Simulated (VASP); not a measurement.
Band structure of Rb$_{2}$HgF$_{4}$ (space group I4/mmm). Computed with LDA (Ceperley-Alder, Perdew-Zunger), VASP's LDA PAW potentials (set 64) (plane waves; VASP).

Unless said otherwise, spin-orbit coupling is left out, though it shifts the bands of the heavy elements here.

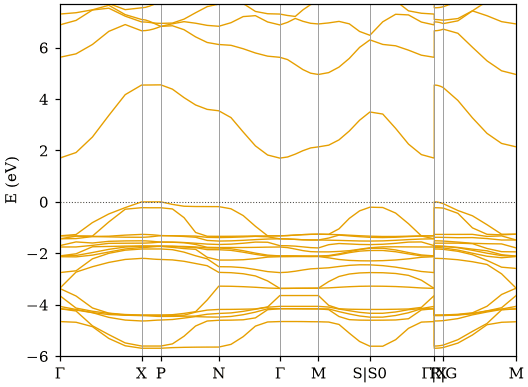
Fig. 1. Bands along high-symmetry lines, zero at the valence-band maximum or, without a gap, the Fermi level

### Question
Read the plot: is there a gap, and where are the band edges?

### Answer
The gap is indirect, 1.70 eV, from the valence maximum at P to the conduction minimum at Γ.

The structure comes from a computed database's Rb2HgF4 entry; how it stands against other phases isn't given here. The cell was not relaxed at this level.
